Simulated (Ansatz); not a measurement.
# C3H9B: how energies converge with the basis set

Aim: see how fast density functionals converge with the basis set for C3H9B.

Computed with Ansatz 0.2.0, Gaussian basis. Level: one geometry, several basis sets.

Levels to be run: PBE0-D4/def2-SVP; ωB97M-V/def2-SVP; PBE0-D4/def2-QZVPP; ωB97M-V/def2-QZVPP; the functionals' def2-TZVPP values are taken from earlier runs.

1 further run of the same task is left out (it didn't finish).

## (1) Structure used throughout

The geometry comes from an earlier relaxation with PBE0-D4 in a triple-zeta def2 set; it is a stationary point, not always the lowest conformer.

SMILES `BCCC`, 13 atoms, charge 0, spin multiplicity 1.

Atoms are counted from 1 here; the program's logs count them from 0.

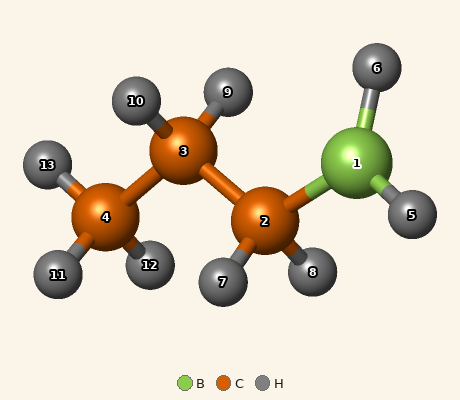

The geometry (boron green, carbon orange, hydrogen grey); atoms are numbered from 1 in the order of the file.

## (2) PBE0-D4 in def2-SVP

in.yaml

```yaml
crystal:
  periodic: [false, false, false]
  atoms:
    - {symbol: B, position_ang: [-1.103058, 1.727720, -0.635853]}
    - {symbol: C, position_ang: [-0.534061, 0.289542, -0.559598]}
    - {symbol: C, position_ang: [0.535439, -0.019635, 0.479932]}
    - {symbol: C, position_ang: [0.902525, -1.491916, 0.548444]}
    - {symbol: H, position_ang: [-1.801937, 2.048204, -1.555672]}
    - {symbol: H, position_ang: [-0.906329, 2.528881, 0.235575]}
    - {symbol: H, position_ang: [-0.237463, -0.067017, -1.555518]}
    - {symbol: H, position_ang: [-1.442913, -0.310389, -0.350769]}
    - {symbol: H, position_ang: [0.191562, 0.322993, 1.461614]}
    - {symbol: H, position_ang: [1.432002, 0.569597, 0.258583]}
    - {symbol: H, position_ang: [1.276385, -1.849357, -0.415478]}
    - {symbol: H, position_ang: [0.031903, -2.101813, 0.807394]}
    - {symbol: H, position_ang: [1.676345, -1.681710, 1.296144]}
basis:
  gaussian: {orbitals: def2-SVP}
hamiltonian: {xc: pbe0, dispersion: d4}
output: {orbitals: {seedname: orbitals}}
```

Launch:

```bash
$ ansatz run in.yaml --threads 2 --pin off --events-out ev --progress --plain --max-ram 4352MiB
```

After this run come: ωB97M-V in def2-SVP; PBE0-D4 in def2-QZVPP; ωB97M-V in def2-QZVPP.

Before running them: what should the planned runs give, taken together? Wanted: PBE0-D4: double and triple zeta above quadruple; ωB97M-V: double and triple zeta above quadruple.

**Answer**, as computed:

| quantity | value |
| --- | --- |
| PBE0-D4: double and triple zeta above quadruple | 4.48, 0.24 eV |
| ωB97M-V: double and triple zeta above quadruple | 4.80, 0.23 eV |

PBE0-D4 gains 4.24 eV from double to triple zeta, then 0.24 eV more. These are total energies; as a rule much of such shifts cancels in differences, which this series doesn't test.
